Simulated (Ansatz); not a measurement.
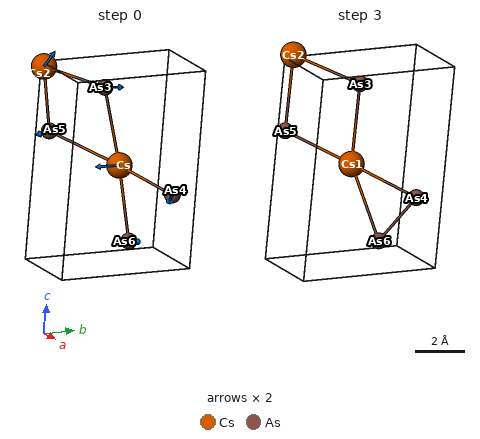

The structure of a crystal of CsAs2 (a generated structure, set up in P1) (coarse preliminary run) before (left) and after (right) a relaxation, at one scale. The blue arrows give the displacements (the part carried along by the change of the cell is left out), magnified 2 times.

The picture is a ball-and-stick view of the cell of the calculation, reduced to other axes, seen slightly off an axis. Lengths and directions refer to the drawn axes.

Level of theory: DFT PBE, scalar-relativistic, plane waves, PAW (Ansatz 0.2.0).

Input
```yaml
crystal:
  lattice:
    - [0.0106484989, 3.9052375309, 3.9655250987]
    - [3.7906360105, 3.9348970113, -0.0190109814]
    - [-3.545645697, 7.6438146904, -3.8095132262]
  atoms:
    - { symbol: Cs, position: [0.5443034989, 0.5081465603, 0.4904217015] }
    - { symbol: Cs, position: [0.0147487911, 0.9775101954, 0.9767052751] }
    - { symbol: As, position: [0.4114382355, 0.3544598007, 0.8821315346] }
    - { symbol: As, position: [0.8692940308, 0.9415559602, 0.3616352876] }
    - { symbol: As, position: [0.0604103033, 0.124492389, 0.6608428305] }
    - { symbol: As, position: [0.5998051404, 0.5938350943, 0.1282633707] }
basis:
  ecutwfc: 420
kpoints:
  mp_grid: { grid: [6, 6, 6] }
hamiltonian:
  xc: pbe
scf:
  occupations: { method: gaussian, width: 0.2 }
  lower_state_search: "off"
output:
  forces: true
  stress: true
  eigenvalues: true
relax:
  adjacent_minimum: "off"
  f_tol: 0.025
  max_steps: 60
  cell: { stress_tol: 0.25 }
```

Launched with:
```bash
ansatz run input.yaml --threads 1 --pin off --max-ram 2048MiB --backend cpu --events-out ev --progress --plain --runs-dir out
```

**What changed between the two?**

The run was cut off at its time limit before the relaxation converged, so the last structure is only a point on the way. The atom that moves furthest relative to the cell is Cs1 (0.52 Å roughly along −b). Largest moves by element: Cs 0.52 Å, As 0.48 Å. The drawn cell changes as follows: a 5.464 → 5.291 Å (−3.2 %), b 5.492 → 5.647 Å (+2.8 %), c 9.052 → 9.115 Å (+0.7 %), α 75.4° → 74.6°, β 74.6° → 76.9°, γ 61.1° → 60.6°; the volume changes by +0.2 %. Some distances before and after: As4–As6 3.314 → 2.638 Å, As3–As5 3.422 → 2.781 Å, Cs2–As5 2.733 → 3.185 Å, As3–As6 3.564 → 3.187 Å. Among the angles between lasting bonds that change: Cs1–As3–Cs2 102.8° → 127.7°, Cs1–As6–Cs2 116.8° → 100.1°, Cs1–As4–Cs1 113.5° → 97.5°. The space group stays P1 (No. 1). After 3 geometry steps the energy has fallen by 529 meV per atom. Largest force component: 1.7 eV/Å at the start, 1.8 eV/Å at the end. Pressure: 0.83 GPa at the start and 0.67 GPa at the end. Cost: 5.4 min on 1 thread of Intel(R) Xeon(R) Platinum 8488C (Sapphire Rapids) (shared host), peak memory 1.1 GiB.
